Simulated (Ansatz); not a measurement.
## Electronic structure of C5H9F2N in real space

The calculation's input:

```
crystal:
  periodic: [false, false, false]
  atoms:
    - {symbol: C, position_ang: [1.261039, 0.206219, 2.003013]}
    - {symbol: C, position_ang: [0.615742, 0.167608, 0.628976]}
    - {symbol: C, position_ang: [-0.332070, -1.048157, 0.453511]}
    - {symbol: C, position_ang: [0.457818, -1.980300, -0.491819]}
    - {symbol: C, position_ang: [1.677431, -0.016285, -0.514237]}
    - {symbol: F, position_ang: [0.313663, 0.378872, 2.978696]}
    - {symbol: F, position_ang: [1.903176, -0.982499, 2.264059]}
    - {symbol: N, position_ang: [1.217171, -1.100000, -1.385242]}
    - {symbol: H, position_ang: [2.013075, 1.023766, 2.108065]}
    - {symbol: H, position_ang: [0.065682, 1.123936, 0.516735]}
    - {symbol: H, position_ang: [-0.605668, -1.513948, 1.420622]}
    - {symbol: H, position_ang: [-1.274988, -0.723215, -0.032245]}
    - {symbol: H, position_ang: [1.173888, -2.589215, 0.101643]}
    - {symbol: H, position_ang: [-0.179275, -2.679756, -1.068583]}
    - {symbol: H, position_ang: [0.566694, -0.708147, -2.079149]}
    - {symbol: H, position_ang: [1.853572, 0.910080, -1.095044]}
    - {symbol: H, position_ang: [2.650162, -0.309628, -0.061647]}
basis:
  gaussian:
    orbitals: def2-SVPD
hamiltonian:
  xc: {name: PBE0}
output:
  forces: true
  orbitals: {seedname: orbitals}
```

Launched as:

```sh
ansatz run input.yaml --threads 4 --pin off --max-ram 7830MiB --events-out events.jsonl --progress --plain --runs-dir runs
```

Geometry: PBE-D3(BJ)/def2-SVP.

Computed with isolated molecule in a Gaussian basis; Kohn-Sham density functional theory, functional PBE0 (Ansatz 0.2.0).

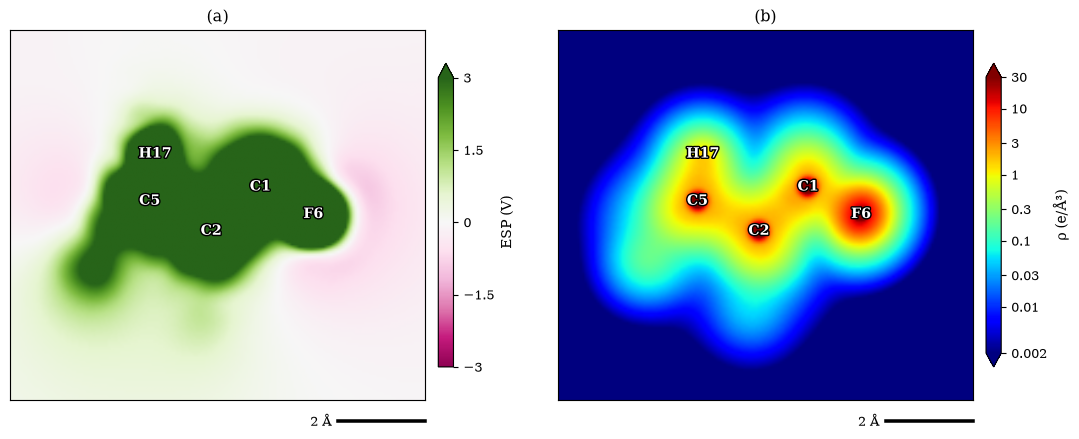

Figure 1. (a) molecular electrostatic potential; (b) total electron density on the plane of atoms C2, C1 and F6.

Describe what can be read from this map.

- The section cuts through C, F and H sites.
- C–F (1.37 Å): ρ is about 2.1 e/Å³ halfway, with its minimum of 1.7 e/Å³ about 0.5 Å from C.
- C–C (1.52 Å): ρ at the midpoint is about 1.8 e/Å³.
- C–C (1.57 Å): ρ is about 1.5 e/Å³ halfway.
- C–H (1.11 Å): the density is about 1.9 e/Å³ at the midpoint.
- Outside the dense part of the molecule the potential is most negative (−0.9 V) near F6.

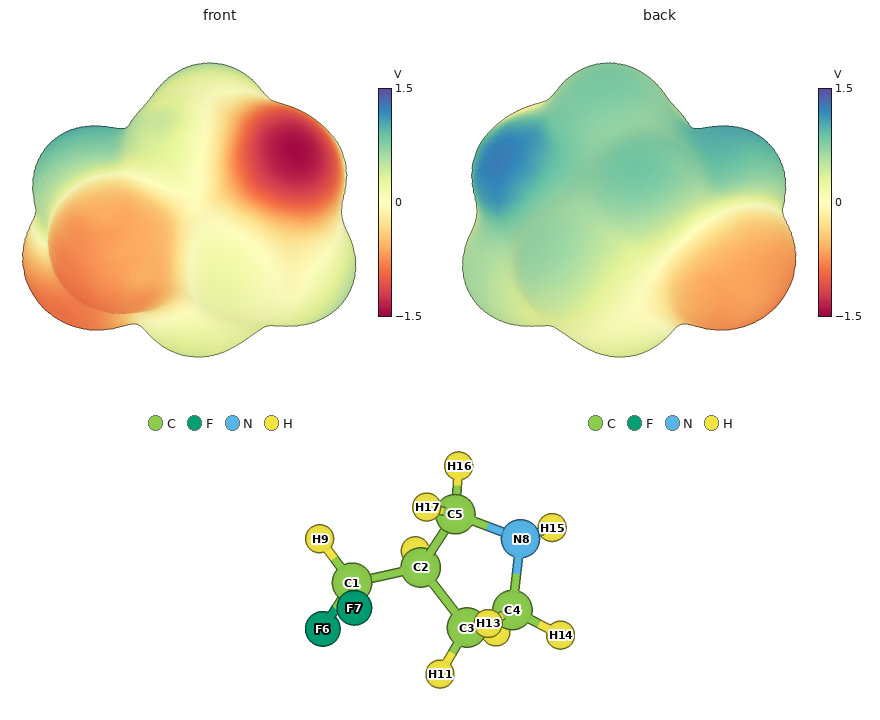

Figure 2. The molecular electrostatic potential painted on the density surface at 0.001 e/bohr³, seen from the front and from behind; the colour scale runs from red (negative) to blue (positive). The bare structure is drawn below in the same view.

Which sites attract a positive test charge, and which a negative one?

A positive charge is drawn to the negative regions and a negative charge to the positive ones. The most negative region (about −1.4 V) lies over N8, the most positive (about +1.2 V) over H15. N8 is the likeliest acceptor of a hydrogen bond.

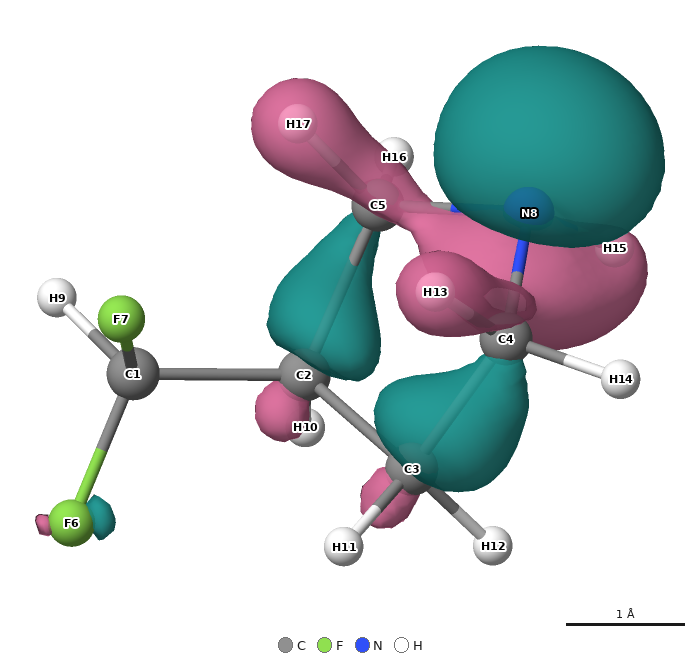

Figure 3. The HOMO at ±0.15 Å⁻³ᐟ² (teal and pink are the two phases), seen at a tilt.

Describe this orbital and give its energy.

By Hirshfeld shares it lies mainly on N8 (about 60 %), C4 (about 5 %) and C5 (about 5 %). Its energy is −6.94 eV.
